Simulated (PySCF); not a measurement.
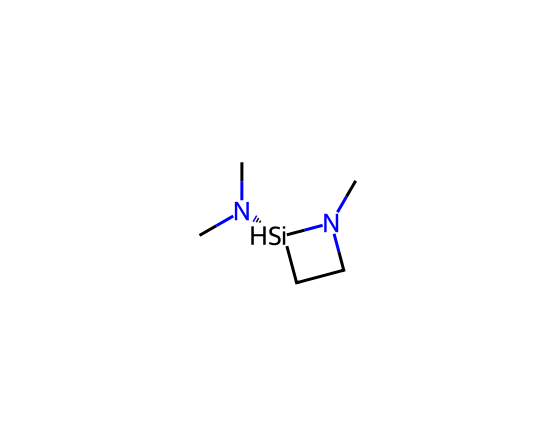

The computed structure is the end point of a GFN2-xTB optimisation. No frequency run is at hand to confirm it as a minimum. Level of theory: PBE0/pcSseg-1, gas phase (PySCF 2.14.0).

Computed properties:

The species is C5H14N2Si (`CN(C)[Si@H]1CCN1C`).
- dipole moment: 0.73 D
- HOMO energy (Kohn–Sham orbital): −6.11 eV
- LUMO energy (Kohn–Sham orbital): 1.14 eV
- HOMO–LUMO gap: 7.25 eV

The geometry is semi-empirical. Around Si such bond lengths and angles can be off by a tenth of an ångström or more and by several degrees, and values that hang on the shape move with them.
